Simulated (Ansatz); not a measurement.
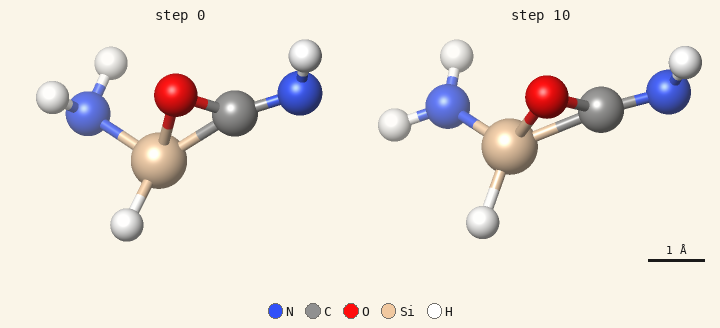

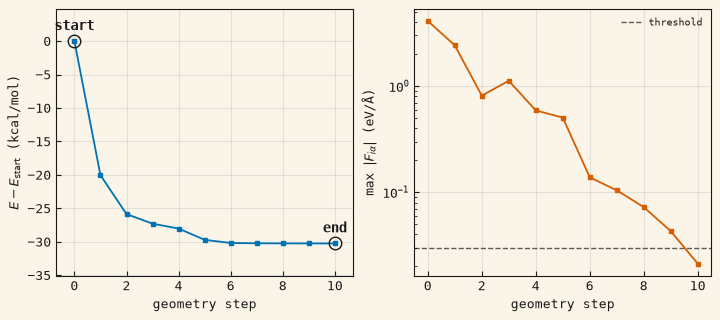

First and last geometry of a relaxation of CH$_{4}$N$_{2}$OSi (coarse preliminary run), with the history of the run. The picture is a ball-and-stick view, seen at a tilt.

The start comes from a force field.

These are results of RKS PBE-D4/def2-SVP in Ansatz, not measurements.

Input
```yaml
crystal:
  periodic: [false, false, false]
  atoms:
    - {symbol: N, position_ang: [0.664800, 2.110200, 0.831100]}
    - {symbol: C, position_ang: [0.481000, 1.010000, 0.289900]}
    - {symbol: O, position_ang: [0.585700, -0.185600, 0.804400]}
    - {symbol: Si, position_ang: [0.258500, -0.203800, -0.869600]}
    - {symbol: N, position_ang: [-1.209600, -1.189300, -0.836000]}
    - {symbol: H, position_ang: [0.875300, 2.032000, 1.802800]}
    - {symbol: H, position_ang: [1.299900, -0.957900, -1.532700]}
    - {symbol: H, position_ang: [-0.949100, -1.988100, -0.269100]}
    - {symbol: H, position_ang: [-1.918100, -0.673700, -0.237900]}
basis:
  gaussian: {orbitals: def2-SVP}
hamiltonian: {xc: pbe, dispersion: d4}
relax: {f_tol: 0.03, max_steps: 200}
```

Command:
```bash
ansatz run in.yaml --threads 2 --pin off --events-out ev --progress --plain --max-ram 4352MiB
```

> Did the run converge, and what did it change?

It converged. Over 10 geometry steps the energy falls by 30.2 kcal/mol. Largest force component: 4.1 eV/Å at the start, 0.021 eV/Å at the end. The atom that moves furthest after the best rigid fit is H8 (0.96 Å). By element the largest moves are H 0.96 Å, O 0.49 Å, Si 0.41 Å, N 0.21 Å, C 0.19 Å. Some distances before and after: C2–Si4 1.693 → 1.815 Å, C2–O3 1.306 → 1.410 Å, Si4–N5 1.769 → 1.706 Å, O3–Si4 1.706 → 1.762 Å. Bond angles that change, for instance: O3–Si4–N5 98.4° → 121.2°, Si4–N5–H8 103.7° → 122.9°, Si4–N5–H9 107.1° → 122.9°. Cost: 20 s on 2 threads of Arm Neoverse V1 (shared host).

```json
{"step": "0", "E − E(0), kcal/mol": "0.00", "largest force component, eV/Å": "4.1178"}
{"step": "1", "E − E(0), kcal/mol": "-20.04", "largest force component, eV/Å": "2.4184"}
{"step": "2", "E − E(0), kcal/mol": "-25.86", "largest force component, eV/Å": "0.8136"}
{"step": "3", "E − E(0), kcal/mol": "-27.29", "largest force component, eV/Å": "1.1236"}
{"step": "4", "E − E(0), kcal/mol": "-28.01", "largest force component, eV/Å": "0.5902"}
{"step": "5", "E − E(0), kcal/mol": "-29.71", "largest force component, eV/Å": "0.5052"}
{"step": "6", "E − E(0), kcal/mol": "-30.17", "largest force component, eV/Å": "0.1382"}
{"step": "7", "E − E(0), kcal/mol": "-30.22", "largest force component, eV/Å": "0.1043"}
{"step": "8", "E − E(0), kcal/mol": "-30.23", "largest force component, eV/Å": "0.0724"}
{"step": "9", "E − E(0), kcal/mol": "-30.24", "largest force component, eV/Å": "0.0430"}
{"step": "10", "E − E(0), kcal/mol": "-30.24", "largest force component, eV/Å": "0.0212"}
```
